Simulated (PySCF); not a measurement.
```json
{"atom": "C", "x (Å)": "1.4784", "y (Å)": "-0.4084", "z (Å)": "0.4736"}
{"atom": "C", "x (Å)": "0.8219", "y (Å)": "0.0554", "z (Å)": "-0.7871"}
{"atom": "S", "x (Å)": "-0.6427", "y (Å)": "0.8691", "z (Å)": "-0.7242"}
{"atom": "C", "x (Å)": "-1.9109", "y (Å)": "-0.2345", "z (Å)": "0.1553"}
{"atom": "O", "x (Å)": "-0.6188", "y (Å)": "1.9867", "z (Å)": "0.3325"}
{"atom": "H", "x (Å)": "1.2061", "y (Å)": "0.3051", "z (Å)": "1.2733"}
{"atom": "H", "x (Å)": "1.2069", "y (Å)": "-1.4300", "z (Å)": "0.8432"}
{"atom": "H", "x (Å)": "2.5860", "y (Å)": "-0.3962", "z (Å)": "0.4118"}
{"atom": "H", "x (Å)": "0.9852", "y (Å)": "-0.4582", "z (Å)": "-1.7426"}
{"atom": "H", "x (Å)": "-2.0976", "y (Å)": "-1.1561", "z (Å)": "-0.4218"}
{"atom": "H", "x (Å)": "-1.4959", "y (Å)": "-0.4702", "z (Å)": "1.1480"}
{"atom": "H", "x (Å)": "-2.8423", "y (Å)": "0.3413", "z (Å)": "0.2809"}
```

Geometry: PBE0-D3(BJ)/def2-SVP.

These are results of PySCF 2.14.0, density-fitted response routines, DFT single point, gas phase, functional PBE0, not measurements.

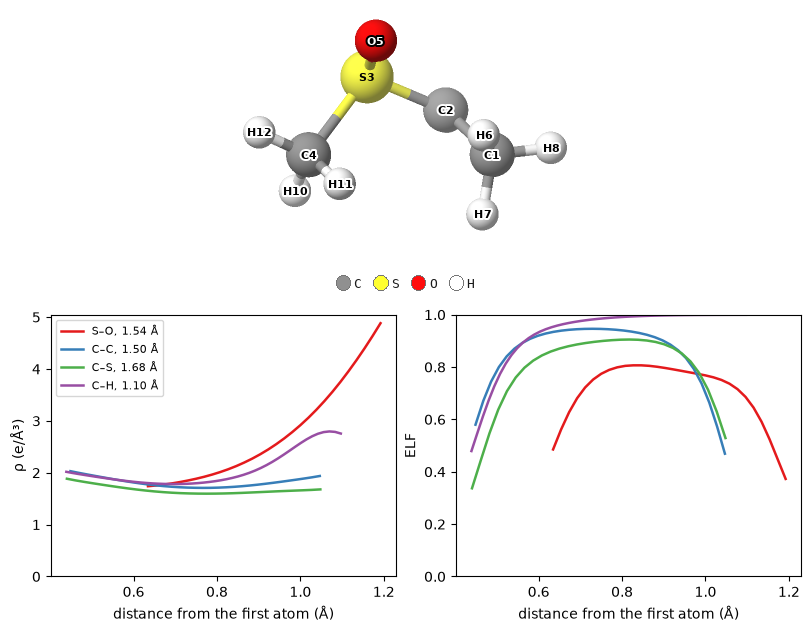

C3H7OS (charge −1). Total electron density and ELF along straight lines between neighbouring atoms. The curves leave out the atomic cores. The structure is drawn too.

> What kind of bonding do the profiles show?

S–O (1.54 Å): ρ is about 1.9 e/Å³ halfway; the ELF peaks at about 0.80 between the atoms; a polar covalent bond.
C–C (1.50 Å): ρ at the midpoint is about 1.7 e/Å³; the ELF peaks at about 0.95 between the atoms (a shared electron pair).
C–S (1.68 Å): the density is about 1.6 e/Å³ at the midpoint; the ELF peaks at about 0.90 between the atoms: a covalent bond.
C–H (1.10 Å): ρ is about 1.9 e/Å³ halfway; the ELF climbs to about 1 towards the hydrogen, as it does in any bond to H; a covalent bond by its length.
